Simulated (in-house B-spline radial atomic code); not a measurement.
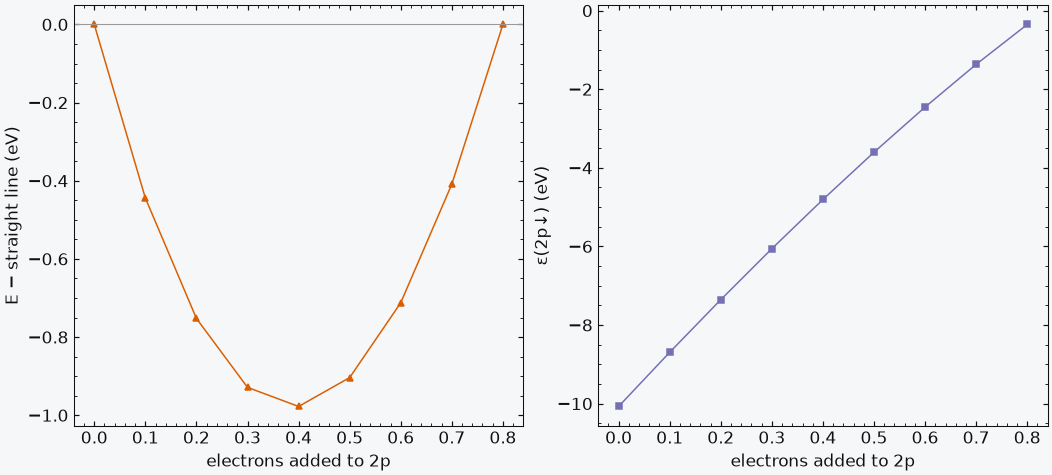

Computed with an in-house B-spline radial code: non-relativistic OLYP, spin-polarised, spherical fractional occupations, point nucleus, basis-set limit. The occupation of the 2p shell is varied from F ([He] 2s2 2p5 (high spin)) to F with charge -0.8 ([He] 2s2 2p5.8 (2p: 3 up, 2.8 down)), with spherical fractional occupations. The plot shows the total energy less the straight line between the end points, and the eigenvalue of 2p↓.

Describe the curve.

The curve is convex (below the straight line), with the largest deviation among the points computed, −0.98 eV, at 0.4. The eigenvalue, which is the slope of the energy (Janak's theorem), moves from −10.1 eV at 0 to −0.351 eV at 0.8. Convexity is the mark of the delocalisation error, which puts fractional charges too low; for p, d and f shells the spherical spreading of the fraction adds to it. One end point is itself fractional, so the deviation from the line between whole numbers would be larger.
